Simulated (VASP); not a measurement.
**G0W0 gap of SnO2 (Cassiterite) against strain**

Wanted: the deformation potential of the gap of SnO2 (Cassiterite), from G0W0. The cell is of the rutile type, one of the forms listed for this formula. The start is a cell from a database of measured crystal structures.

Method: PBE; plane waves and PAW (Sn_d, O), in the first sound run; inputs show where later runs differ, in VASP 6.6.1.

## 1. Set-up

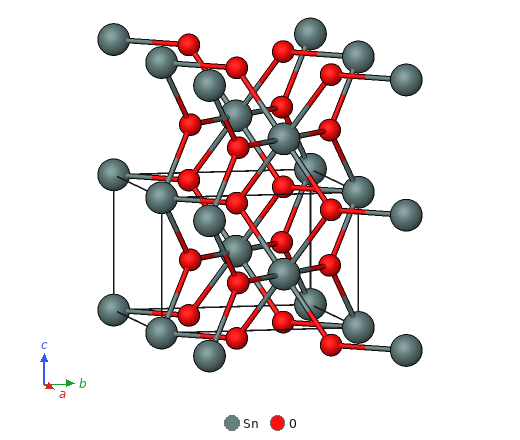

Start, viewed slightly off an axis; tin teal, oxygen red. 2×1×2 cells are drawn. Some periodic images of atoms are drawn too.

Structure file:

```xyz
6
Lattice="4.7380 0.0000 0.0000 0.0000 4.7380 0.0000 0.0000 0.0000 3.1865" Properties=species:S:1:pos:R:3 pbc="T T T"
Sn    2.3690    2.3690    1.5933
Sn    0.0000    0.0000    0.0000
O     3.8240    0.9140    1.5933
O     3.2830    3.2830    0.0000
O     0.9140    3.8240    1.5933
O     1.4550    1.4550    0.0000
```

## 2. Relaxation

The atoms are relaxed first inside the given cell, which is kept (ISIF = 2), since band edges depend on the positions.

Input file INCAR:

```
SYSTEM = SnO2
PREC = Accurate
ENCUT = 520
EDIFF = 1E-06
NELM = 100
ISMEAR = 0
SIGMA = 0.05
LREAL = .FALSE.
ALGO = Normal
GGA = PE
NBANDS = 32
LWAVE = .FALSE.
LCHARG = .FALSE.
KPAR = 8
IBRION = 2
NSW = 60
ISIF = 2
EDIFFG = -0.01
```

Input file POSCAR:

```
SnO2
1.0
    4.7380000000      0.0000000000      0.0000000000
    0.0000000000      4.7380000000      0.0000000000
    0.0000000000      0.0000000000      3.1865000000
Sn O
2 4
Direct
    0.5000000000      0.5000000000      0.5000000000
    0.0000000000      0.0000000000      0.0000000000
    0.8071000000      0.1929000000      0.5000000000
    0.6929000000      0.6929000000      0.0000000000
    0.1929000000      0.8071000000      0.5000000000
    0.3071000000      0.3071000000      0.0000000000
```

Input file KPOINTS:

```
Automatic mesh
0
Gamma
5 5 6
0 0 0
```

PAW data sets: Sn_d and O (PBE family, release 64).

Launch:

```bash
mpirun -np 8 vasp_std
```

The program printed:

```text
[banner, memory and clock lines left out]
running    8 mpi-ranks, on    1 nodes
 distrk:  each k-point on    1 cores,    8 groups
 distr:  one band on    1 cores,    1 groups

 POSCAR found type information on POSCAR SnO
 POSCAR found :  2 types and       6 ions
|                                                                             |
|           W    W    AA    RRRRR   N    N  II  N    N   GGGG   !!!           |
|           W    W   A  A   R    R  NN   N  II  NN   N  G    G  !!!           |
|           W    W  A    A  R    R  N N  N  II  N N  N  G       !!!           |
|           W WW W  AAAAAA  RRRRR   N  N N  II  N  N N  G  GGG   !            |
|           WW  WW  A    A  R   R   N   NN  II  N   NN  G    G                |
|           W    W  A    A  R    R  N    N  II  N    N   GGGG   !!!           |
|                                                                             |
|     For optimal performance we recommend to set                             |
|       NCORE = 2 up to number-of-cores-per-socket                            |
|     NCORE specifies how many cores store one orbital (NPAR=cpu/NCORE).      |
|     This setting can greatly improve the performance of VASP for DFT.       |
|     The default, NCORE=1 might be grossly inefficient on modern             |
|     multi-core architectures or massively parallel machines. Do your        |
|     Unfortunately you need to use the default for GW and RPA                |
|     calculations (for HF NCORE is supported but not extensively tested      |
|     yet).                                                                   |
|                                                                             |

 LDA part: xc-table for (Slater+PW92), standard interpolation
 POSCAR, INCAR and KPOINTS ok, starting setup
 FFT: planning ... GRIDC
 FFT: planning ... GRID_SOFT
 FFT: planning ... GRID
 WAVECAR not read
 entering main loop
       N       E                     dE             d eps       ncg     rms          rms(c)
DAV:   1     0.653108359265E+03    0.65311E+03   -0.26285E+04  1672   0.255E+03
DAV:   2     0.557041837578E+02   -0.59740E+03   -0.57113E+03  1736   0.679E+02
DAV:   3    -0.385432115475E+02   -0.94247E+02   -0.92129E+02  1760   0.221E+02
DAV:   4    -0.432762301508E+02   -0.47330E+01   -0.47128E+01  1872   0.547E+01
DAV:   5    -0.434152410061E+02   -0.13901E+00   -0.13896E+00  1904   0.967E+00    0.161E+01
DAV:   6    -0.370486122996E+02    0.63666E+01   -0.22689E+01  2480   0.695E+01    0.604E+00
DAV:   7    -0.371818239662E+02   -0.13321E+00   -0.22148E+00  1800   0.853E+00    0.329E+00
DAV:   8    -0.371637230320E+02    0.18101E-01   -0.24817E-01  2160   0.535E+00    0.749E-01
DAV:   9    -0.371520520349E+02    0.11671E-01   -0.66173E-02  2440   0.392E+00    0.140E-01
DAV:  10    -0.371526882443E+02   -0.63621E-03   -0.48218E-03  1992   0.579E-01    0.546E-02
DAV:  11    -0.371528223026E+02   -0.13406E-03   -0.26390E-04  2088   0.135E-01    0.165E-02
DAV:  12    -0.371528255131E+02   -0.32105E-05   -0.24496E-05  2104   0.444E-02    0.128E-02
DAV:  13    -0.371528223539E+02    0.31592E-05   -0.12307E-05  1968   0.498E-02    0.171E-03
DAV:  14    -0.371528220915E+02    0.26243E-06   -0.14482E-06  1312   0.901E-03
   1 F= -.37152822E+02 E0= -.37152822E+02  d E =-.371528E+02
 curvature:   0.00 expect dE= 0.000E+00 dE for cont linesearch  0.000E+00
 trial: gam= 0.00000 g(F)=  0.165E-01 g(S)=  0.000E+00 ort = 0.000E+00 (trialstep = 0.100E+01)
 search vector abs. value=  0.165E-01
 bond charge predicted
       N       E                     dE             d eps       ncg     rms          rms(c)
DAV:   1    -0.371490920957E+02    0.37303E-02   -0.43694E+00  1704   0.119E+01    0.445E-01
DAV:   2    -0.371604321000E+02   -0.11340E-01   -0.12380E-01  1888   0.231E+00    0.185E-01
DAV:   3    -0.371598280181E+02    0.60408E-03   -0.18386E-03  1920   0.350E-01    0.113E-01
DAV:   4    -0.371595081853E+02    0.31983E-03   -0.10756E-03  2280   0.294E-01    0.196E-02
DAV:   5    -0.371595409786E+02   -0.32793E-04   -0.32882E-04  1728   0.117E-01    0.143E-02
DAV:   6    -0.371595412708E+02   -0.29222E-06   -0.41153E-06  1816   0.212E-02
   2 F= -.37159541E+02 E0= -.37159541E+02  d E =-.671918E-02
 trial-energy change:   -0.006719  1 .order   -0.006735   -0.016502    0.003032
 step:   0.8448(harm=  0.8448)  dis= 0.00843  next Energy=   -37.159792 (dE=-0.697E-02)
 bond charge predicted
       N       E                     dE             d eps       ncg     rms          rms(c)
DAV:   1    -0.371595250843E+02    0.15894E-04   -0.10483E-01  1712   0.185E+00    0.685E-02
DAV:   2    -0.371597929611E+02   -0.26788E-03   -0.29145E-03  1888   0.355E-01    0.287E-02
DAV:   3    -0.371597786821E+02    0.14279E-04   -0.42657E-05  1840   0.519E-02    0.175E-02
DAV:   4    -0.371597713289E+02    0.73532E-05   -0.24894E-05  1832   0.456E-02    0.304E-03
DAV:   5    -0.371597721107E+02   -0.78177E-06   -0.83336E-06  1720   0.197E-02
   3 F= -.37159772E+02 E0= -.37159772E+02  d E =-.695002E-02
 curvature:  -0.42 expect dE=-0.278E-08 dE for cont linesearch -0.278E-08
 trial: gam=-0.00063 g(F)=  0.658E-08 g(S)=  0.000E+00 ort = 0.104E-04 (trialstep = 0.969E+00)
 search vector abs. value=  0.100E-09
 reached required accuracy - stopping structural energy minimisation
```

Wall time 10 s (8 MPI ranks of Intel Xeon 6975P-C (Granite Rapids), shared host); peak memory 1.6 GiB.

Lines that name or quote the potential files are left out of all logs, and their timing lines are given in words.

From OUTCAR (step 2):

```text
ion  position               nearest neighbor table
   1  0.500  0.500  0.500-   4 2.05   6 2.05   4 2.05   6 2.05   5 2.06   3 2.06   2 3.71   2 3.71
                             2 3.71   2 3.71   2 3.71   2 3.71   2 3.71   2 3.71
   2  0.000  0.000  0.000-   3 2.05   5 2.05   3 2.05   5 2.05   4 2.06   6 2.06   1 3.71   1 3.71
                             1 3.71   1 3.71   1 3.71   1 3.71   1 3.71   1 3.71
   3  0.807  0.193  0.500-   2 2.05   2 2.05   1 2.06
   4  0.693  0.693  0.000-   1 2.05   1 2.05   2 2.06
   5  0.193  0.807  0.500-   2 2.05   2 2.05   1 2.06
   6  0.307  0.307  0.000-   1 2.05   1 2.05   2 2.06

  LATTYP: Found a simple tetragonal cell.
 ALAT       =     4.7380000000
 C/A-ratio  =     0.6725411566

 Subroutine GETGRP returns: Found 16 space group operations
 (whereof  8 operations were pure point group operations)

The static configuration has the point symmetry D_2h.
 The point group associated with its full space group is D_4h.

 Found     24 irreducible k-points:

   k-points           NKPTS =     24   k-points in BZ     NKDIM =     24   number of bands    NBANDS=     32

   dimension x,y,z NGX =    36 NGY =   36 NGZ =   24
   dimension x,y,z NGXF=    72 NGYF=   72 NGZF=   48

   ENCUT  =  520.0 eV  38.22 Ry    6.18 a.u.   8.81  8.81  5.92*2*pi/ulx,y,z

   NELECT =      52.0000    total number of electrons

 k-points in reciprocal lattice and weights: Automatic mesh
   0.00000000  0.00000000  0.00000000       0.007
   0.20000000  0.00000000  0.00000000       0.027
   0.40000000  0.00000000  0.00000000       0.027
   0.20000000  0.20000000  0.00000000       0.027
   0.40000000  0.20000000  0.00000000       0.053
   0.40000000  0.40000000  0.00000000       0.027
   0.00000000  0.00000000  0.16666667       0.013
   0.20000000  0.00000000  0.16666667       0.053
   0.40000000  0.00000000  0.16666667       0.053
[...]
0.40000000  0.20000000  0.50000000       0.053
   0.40000000  0.40000000  0.50000000       0.027

 average (electrostatic) potential at core
       1 -99.3014       2 -99.3014       3 -67.8013       4 -67.8013       5 -67.8013
       6 -67.8013

 E-fermi :   6.3868

 k-point     1 :       0.0000    0.0000    0.0000
  band No.  band energies     occupation
    ...
     22       4.9050      2.00000
     23       4.9050      2.00000
     24       5.3667      2.00000
     25       5.3667      2.00000
     26       6.1602      2.00000
     27       7.3820      0.00000
     28      12.3560      0.00000
     29      12.4730      0.00000
     30      12.4730      0.00000
     31      16.5725      0.00000
    ...

 k-point     2 :       0.2000    0.0000    0.0000
  band No.  band energies     occupation
    ...
     22       4.6630      2.00000
     23       4.9150      2.00000
     24       4.9361      2.00000
     25       5.3954      2.00000
     26       5.9639      2.00000
     27       8.3104      0.00000
     28      12.0065      0.00000
     29      12.6578      0.00000
     30      12.8325      0.00000
     31      16.9186      0.00000
    ...

 k-point     3 :       0.4000    0.0000    0.0000
  band No.  band energies     occupation
    ...
     22       4.4115      2.00000
     23       4.9382      2.00000
     24       4.9542      2.00000
     25       5.4687      2.00000
     26       5.6214      2.00000
     27       9.8551      0.00000
     28      11.2046      0.00000
     29      13.1161      0.00000
     30      13.2391      0.00000
     31      17.1569      0.00000
    ...

  Total        4.7018449      4.7018449      5.8175561      0.0000000      0.0000000      0.0000000
  in kB      105.3112683    105.3112683    130.3008131      0.0000000      0.0000000      0.0000000
  external PRESSURE =     113.6411166 kB  Pullay stress =       0.0000000 kB

  energy-cutoff  :      520.00
  volume of cell :       71.53
      direct lattice vectors                 reciprocal lattice vectors
     4.738000000  0.000000000  0.000000000     0.211059519  0.000000000  0.000000000
     0.000000000  4.738000000  0.000000000     0.000000000  0.211059519  0.000000000
     0.000000000  0.000000000  3.186500000     0.000000000  0.000000000  0.313823945

 POSITION                                       TOTAL-FORCE (eV/Angst)
 -----------------------------------------------------------------------------------
      2.36900      2.36900      1.59325         0.000000      0.000000      0.000000
      0.00000      0.00000      0.00000         0.000000      0.000000      0.000000
      3.81561      0.92239      1.59325        -0.000131      0.000131      0.000000
      3.29139      3.29139      0.00000         0.000131      0.000131      0.000000
      0.92239      3.81561      1.59325         0.000131     -0.000131      0.000000
      1.44661      1.44661      0.00000        -0.000131     -0.000131      0.000000
 -----------------------------------------------------------------------------------
    total drift:                                0.000000      0.000000      0.000000

  FREE ENERGIE OF THE ION-ELECTRON SYSTEM (eV)
  ---------------------------------------------------
  free  energy   TOTEN  =       -37.1597721107 eV

  energy  without entropy=      -37.1597721107  energy(sigma->0) =      -37.15977211

 reached required accuracy - stopping structural energy minimisation

[... 3 further parts left out ...]
```

The run keeps the 16 symmetry operations of its start, so it cannot find a distortion of lower symmetry.

Relaxation path:

```csv
step,energy less that of the first step (eV),largest force (eV/Å)
1,0.0000,0.2924
2,-0.0067,0.0537
3,-0.0069,0.0002
```

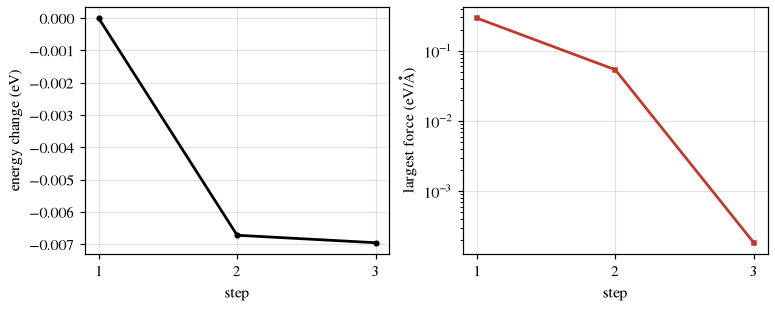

Energy and largest force along the relaxation.

The atoms that moved most (Å):

```csv
atom,dx,dy,dz,length
O3,-0.008,0.008,0.000,0.012
O4,0.008,0.008,0.000,0.012
O5,0.008,-0.008,0.000,0.012
O6,-0.008,-0.008,0.000,0.012
```

Final coordinates:

```cif
data_structure
_symmetry_space_group_name_H-M 'P 1'
_symmetry_Int_Tables_number 1
_cell_length_a 4.7380
_cell_length_b 4.7380
_cell_length_c 3.1865
_cell_angle_alpha 90.000
_cell_angle_beta 90.000
_cell_angle_gamma 90.000
_cell_volume 71.53
loop_
_atom_site_label
_atom_site_type_symbol
_atom_site_fract_x
_atom_site_fract_y
_atom_site_fract_z
_atom_site_occupancy
Sn1 Sn 0.50000 0.50000 0.50000 1
Sn2 Sn 0.00000 0.00000 0.00000 1
O3 O 0.80532 0.19468 0.50000 1
O4 O 0.69468 0.69468 0.00000 1
O5 O 0.19468 0.80532 0.50000 1
O6 O 0.30532 0.30532 0.00000 1
```

Numbers from this step:

- free energy (TOTEN): -37.16 eV
- Fermi energy: 6.387 eV
- pressure: 11.36 GPa

At PBE, with these data sets, the largest force is down to 1.8e-4 eV/Å.

(Part 1 of 5 ends here.)

[Lines on the potential files, build, host, timing and source positions are cut from VASP's logs without a mark.]

[Logs are printed without paths, hosts, clocks, repeated set-up lines and the standing remarks that a program may print on its own settings, such as how far it seeks lower states.]

[Hosts, paths, dates, database ids (printed as entryN), source tags and the programs' standing remarks are cut or masked in the printed files.]

[Pressures printed for these runs are not shown converged in the cutoff: they can be off by several GPa and have the wrong sign.]
